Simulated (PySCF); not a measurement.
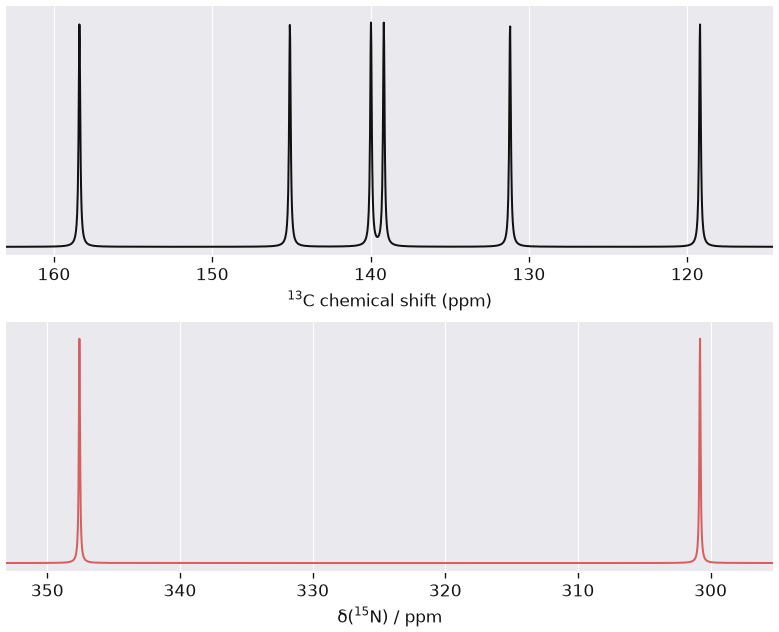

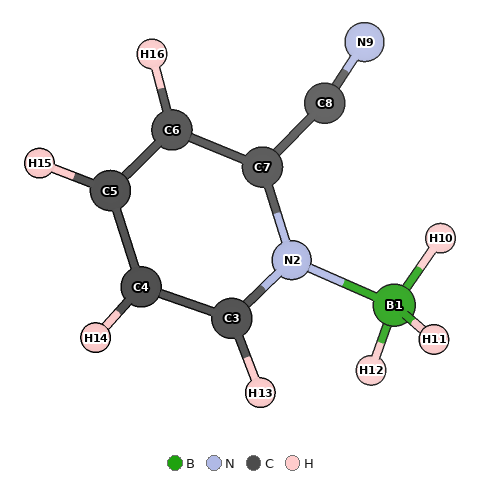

Spectrum and numbered structure of C₆H₇BN₂, SMILES [BH3-][n+]1ccccc1C#N. GIAO shifts, ωB97X-D/pcSseg-1 with PySCF 2.14.0, at a PBE0-D3(BJ)/def2-SVP geometry (no frequency check), against TMS for ¹³C and NH₃ for ¹⁵N computed at the same level (¹⁵N: a single molecule, while the usual scales start at liquid NH₃ or nitromethane; multiply bonded nitrogen can come out tens of ppm too deshielded). Gas phase, fully decoupled, line heights follow the number of nuclei, widths are arbitrary (no quadrupolar broadening); values of one conformer, averaged over methyl-type rotors and exact or near symmetry.

Q: Which ¹³C nuclei are the least shielded, and which the most?

A: Least shielded: C3 at 158.4 ppm. Most shielded: C8 at 119.2 ppm.

Q: Assign the ¹⁵N signals to the numbered atoms.

A:
```csv
δ (ppm),nuclei,atoms
347.6,1,N9
300.8,1,N2
```
